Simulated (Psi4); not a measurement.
**PBE0/6-311+G(d,p) run of SiF4 (silicon tetrafluoride)**

What is the vertical ionisation energy of SiF4 (silicon tetrafluoride) at PBE0/6-311+G**? 

The calculation is run with Psi4 1.11.

2 further runs of the same task are left out: 2 set aside as unsound or not needed.

**1. The system as given**

The species is SiF4 (5 atoms), meant as a singlet with charge 0. As SMILES, `F[Si](F)(F)F`. Geometry: relaxed at PBE0-D4/def2-TZVP.

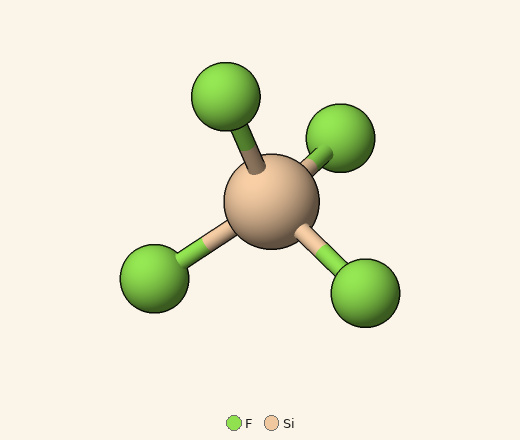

The structure, seen from a chosen angle (fluorine green, silicon light orange).

**2. Energy and forces at PBE0/6-311+G(d,p)**

Input file calc.in:

```
memory 1600 MB

molecule mol {
  0 1
  F
  Si 1 1.561773
  F 2 1.561777 1 109.46955
  F 2 1.561773 1 109.472 3 -120.00035
  F 2 1.561779 1 109.47197 3 120.00071
  symmetry c1
  no_reorient
  no_com
}

set basis 6-311+G**
set reference rks
set puream true
set e_convergence 1e-09
set d_convergence 1e-08
set scf_type pk
set dft_radial_points 99
set dft_spherical_points 590

e_tot, wfn = gradient("pbe0", return_wfn=True)
```

Launch:

```console
$ psi4 -n 1 calc.in calc.out
```

calc.out:

```text
[...]
  Running in c1 symmetry.
[...]
  Nuclear repulsion =  271.610953926185402
[...]
  Multiplicity = 1
[...]
  Nalpha       = 25
  Nbeta        = 25
[...]
    Number of basis functions: 118
[...]
   @RKS iter   1:  -688.59369838515090   -3.76990e-01   6.34921e-03 ADIIS/DIIS
[...]
   @RKS iter  10:  -688.74429346936199   -1.36424e-12   3.04531e-10 DIIS
[...]
    Orbital Energies [Eh]
    ---------------------
    Doubly Occupied:
       1A    -66.404932     2A    -24.815372     3A    -24.815372
       4A    -24.815371     5A    -24.815365     6A     -5.483613
       7A     -3.818852     8A     -3.818852     9A     -3.818852
      10A     -1.313618    11A     -1.276735    12A     -1.276734
      13A     -1.276733    14A     -0.651869    15A     -0.580078
      16A     -0.580076    17A     -0.580076    18A     -0.524405
      19A     -0.524402    20A     -0.513861    21A     -0.513860
      22A     -0.513860    23A     -0.476473    24A     -0.476472
      25A     -0.476472
[...]
  @RKS Final Energy:  -688.74429346936199
   => Energetics <=
    Nuclear Repulsion Energy =            271.6109539261854025
    One-Electron Energy =               -1498.7481361833788469
    Two-Electron Energy =                 585.7254136739228443
    DFT Exchange-Correlation Energy =     -47.3325248860913419
    Empirical Dispersion Energy =           0.0000000000000000
    VV10 Nonlocal Energy =                  0.0000000000000000
    Total Energy =                       -688.7442934693619918
[...]
 Multipole Moments:
 ------------------------------------------------------------------------------------
     Multipole            Electronic (a.u.)      Nuclear  (a.u.)        Total (a.u.)
 ------------------------------------------------------------------------------------
 L = 1.  Multiply by 2.5417464519 to convert [e a0] to [Debye]
 Dipole X            :         -0.0000049           -0.0000001           -0.0000051
 Dipole Y            :          0.0000002           -0.0000001            0.0000000
 Dipole Z            :         -0.0000027            0.0000001           -0.0000026
 Magnitude           :                                                    0.0000057
[...]
  -Total Gradient:
     Atom            X                  Y                   Z
    ------   -----------------  -----------------  -----------------
       1       -0.000003553610    -0.000043814072     0.013689653052
       2       -0.000003526896     0.000000567353    -0.000002501161
       3        0.000026142725     0.012943216486    -0.004566648241
       4        0.011229092605    -0.006488375577    -0.004558053351
       5       -0.011140068079    -0.006456579238    -0.004537588914
[...]
```

It took 14 s on 1 thread of Intel Xeon 6975P-C (Granite Rapids), shared host; peak memory 0.7 GiB.

**3. The doublet cation at the same level**

Input file calc.dat:

```
memory 1600 mb

molecule {
  1 2
  F      0.143200    -0.791930     1.338460
  Si     0.000000     0.000000     0.000000
  F     -1.047100     1.144420     0.181750
  F     -0.477230    -0.967810    -1.129040
  F      1.381130     0.615320    -0.391170
  symmetry c1
}

set basis 6-311+G**
set reference uks
set puream true
set e_convergence 1e-09
set d_convergence 1e-08
set scf_type pk
set dft_radial_points 99
set dft_spherical_points 590
set maxiter 100

e, wfn = gradient("pbe0", return_wfn=True)
oeprop(wfn, "MULLIKEN_CHARGES", "LOWDIN_CHARGES", "WIBERG_LOWDIN_INDICES", title="PBE0")
```

Launch:

```console
$ psi4 calc.dat calc.out -n 1
```

calc.out, cut to the lines that bear on the results:

```text
[...]
  Running in c1 symmetry.
[...]
  Nuclear repulsion =  271.610939525492370
[...]
  Multiplicity = 2
[...]
  Nalpha       = 25
  Nbeta        = 24
[...]
    Number of basis functions: 118
[...]
   @UKS iter   1:  -688.10343439368444    1.13274e-01   4.17827e-03 ADIIS/DIIS
[...]
   @UKS iter  28:  -688.17147234901779   -2.23963e-11   7.32373e-09 DIIS
[...]
   @S^2 Observed:                7.573915272E-01
[...]
  @UKS Final Energy:  -688.17147234901779
   => Energetics <=
    Nuclear Repulsion Energy =            271.6109395254923697
    One-Electron Energy =               -1483.8222689921512938
    Two-Electron Energy =                 571.0151802012748021
    DFT Exchange-Correlation Energy =     -46.9753230836335973
    Empirical Dispersion Energy =           0.0000000000000000
    VV10 Nonlocal Energy =                  0.0000000000000000
    Total Energy =                       -688.1714723490177903
[...]
 Multipole Moments:
 ------------------------------------------------------------------------------------
     Multipole            Electronic (a.u.)      Nuclear  (a.u.)        Total (a.u.)
 ------------------------------------------------------------------------------------
 L = 1.  Multiply by 2.5417464519 to convert [e a0] to [Debye]
 Dipole X            :          0.0000017            0.0000000            0.0000017
 Dipole Y            :          0.0000092            0.0000000            0.0000092
 Dipole Z            :          0.0000005           -0.0000000            0.0000005
 Magnitude           :                                                    0.0000094
[...]
  -Total Gradient:
     Atom            X                  Y                   Z
    ------   -----------------  -----------------  -----------------
       1        0.001463644184     0.010213508840    -0.015755166684
       2       -0.000001141412    -0.000002637904     0.000001048974
       3        0.010634476488    -0.014902578013    -0.004554419388
       4        0.002987630304     0.013390455674     0.013002308878
       5       -0.015045438627    -0.008579343534     0.007344171423
[...]
  Mulliken Charges: (a.u.)
   Center  Symbol    Alpha    Beta     Spin     Total
       1     F     4.68527  4.40666  0.27861 -0.09194
       2    SI     6.25891  6.37335 -0.11444  1.36774
       3     F     4.68527  4.40666  0.27861 -0.09193
       4     F     4.68527  4.40666  0.27861 -0.09194
[...]
```

Run time: 37 s. Hardware: 1 thread of Intel Xeon 6975P-C (Granite Rapids), shared host; peak memory 0.71 GiB.

**4. Outcome**

Level: PBE0/6-311+G**.

```
                                          quantity          value
                        singlet SiF4: total energy  -688.74429 Eh
                       singlet SiF4: dipole moment         0.00 D
                         singlet SiF4: HOMO energy      -12.97 eV
                         singlet SiF4: LUMO energy       -0.54 eV
                       singlet SiF4: HOMO–LUMO gap       12.43 eV
            singlet SiF4: largest force on an atom     0.707 eV/Å
                      doublet cation: total energy  -688.17147 Eh
doublet cation: HOMO energy (highest over α and β)      -20.27 eV
 doublet cation: LUMO energy (lowest over α and β)      -18.23 eV
                              doublet cation: ⟨S²⟩          0.757
          doublet cation: largest force on an atom     0.972 eV/Å
vertical ionisation energy (to the doublet cation)      15.587 eV
```

**Reading.** Removing an electron at fixed nuclei costs 15.59 eV (359 kcal/mol). The largest force (singlet SiF4) is 0.71 eV/Å: the shape isn't a stationary point for this species at this level. The negative HOMO energy of the first species, 12.97 eV, lies 2.62 eV below that difference. Mulliken charges (doublet cation) run from -0.09 on F1 to +1.37 on Si2; in a basis this large or diffuse they mean little.
